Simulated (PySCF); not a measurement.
Frequency calculation of CoFOH

CoFOH, multiplicity 2, computed with UKS-based PBE0, Co def2-TZVP, F def2-TZVP, O def2-TZVP, H def2-TZVP; non-relativistic Hamiltonian; density fitting (PySCF 2.14.0).

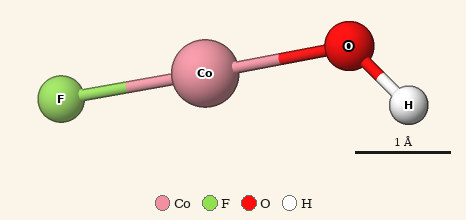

**Figure 1.** The input geometry (ball-and-stick view, seen at a tilt). Sticks mark near contacts. Bond lengths as drawn: Co–F 1.72 Å, Co–O 1.72 Å and H–O 0.96 Å.

Input file:
```python
from pyscf import gto, scf, dft
mol = gto.M(atom='''
Co    -0.003049     0.000000    -0.029295
F     -0.011407     0.000000     1.688682
O     -0.013562     0.000000    -1.751259
H      0.720014     0.000000    -2.364839''',
    basis={'Co': 'def2-TZVP', 'F': 'def2-TZVP', 'O': 'def2-TZVP', 'H': 'def2-TZVP'},
    charge=0, spin=1)
mf = dft.UKS(mol, xc='PBE0')
mf.grids.atom_grid = (75, 302)
aux = {'Co': 'def2-universal-JKFIT', 'F': 'def2-universal-JKFIT', 'O': 'def2-universal-JKFIT', 'H': 'def2-universal-JKFIT'}
mf = mf.density_fit(auxbasis=aux)
mf.conv_tol = 1e-09
mf.diis_space = 10
mf.max_cycle = 60
mf.verbose = 4
mf.kernel()
```

The script is an equivalent of the set-up of the self-consistent field. The run itself was carried out by a driver, which started from the orbitals of the step before it where there was one and computed the further properties.

Run on 4 threads of Arm Neoverse V1, 112 GiB of memory available, shared host.

Launch command:
```bash
OMP_NUM_THREADS=4 python axn.py task.json out
```

Log:
```
init E= -1558.13046572167
  alpha nocc = 23  HOMO = -0.317056476661471  LUMO = -0.0929431734197768
  beta  nocc = 22  HOMO = -0.303326759548663  LUMO = -0.0956486508230983
  HOMO = -0.303326759549  LUMO = -0.0956486508231  gap/eV = 5.65121
cycle= 1 E= -1558.1304657217  delta_E= -3.48e-11  |g|= 3.01e-06  |ddm|= 8e-06
  alpha nocc = 23  HOMO = -0.317055973688978  LUMO = -0.09294252158751
  beta  nocc = 22  HOMO = -0.303326049438819  LUMO = -0.0956478523479531
  HOMO = -0.303326049439  LUMO = -0.095647852348  gap/eV = 5.65121
Extra cycle  E= -1558.13046572174  delta_E= -4.23e-11  |g|= 3.97e-06  |ddm|= 7.99e-06
converged SCF energy = -1558.13046572174  <S^2> = 1.7422912  2S+1 = 2.8229709
```

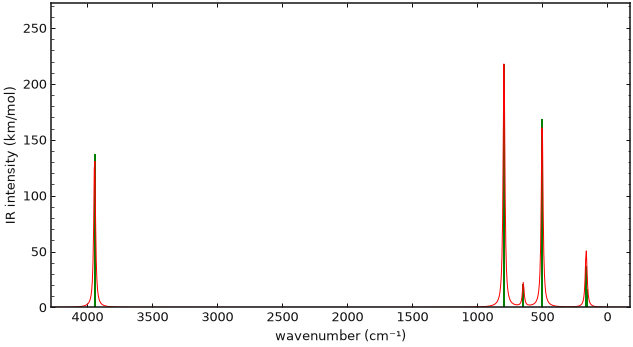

**Figure 2.** Harmonic infrared spectrum, unscaled: sticks (degenerate modes added up, dark ones marked on the axis) with a Lorentzian envelope of 16 cm⁻¹ full width, scaled to the tallest stick. 6 modes from 161 to 3945 cm⁻¹, none imaginary. The strongest line is at 796 cm⁻¹ (218 km/mol). All modes, in cm⁻¹ (km/mol): 161 (16.4), 165 (37), 503 (168), 648 (21), 796 (218), 3945 (138).

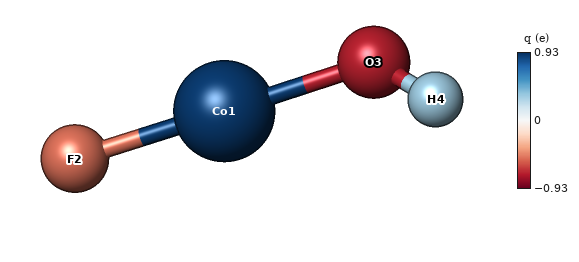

**Figure 3.** Mulliken charges, as the colour of each atom (ball-and-stick view, seen at a tilt; atoms are numbered from 1 in the order of the input; Mulliken charges depend strongly on the basis). By element: Co +0.88, F −0.50, O −0.71 and H +0.33 e.

Key numbers:

| quantity | value |
| --- | --- |
| outcome | converged |
| total energy | −1558.130466 hartree |
| ⟨S²⟩ | 1.742 |
| zero-point energy | 0.014161 hartree |
| dipole moment | 2.30 D |
| wavenumbers, lowest and highest | 161 and 3945 cm⁻¹ |
| wall time | 2.3 min (CPU time 6.3 min) |
| peak memory | 1.4 GiB |

Remarks:

Checks after the run noted: spin contamination. ⟨S²⟩ is 1.74 against 0.75 for a pure state: the solution is spin-contaminated.
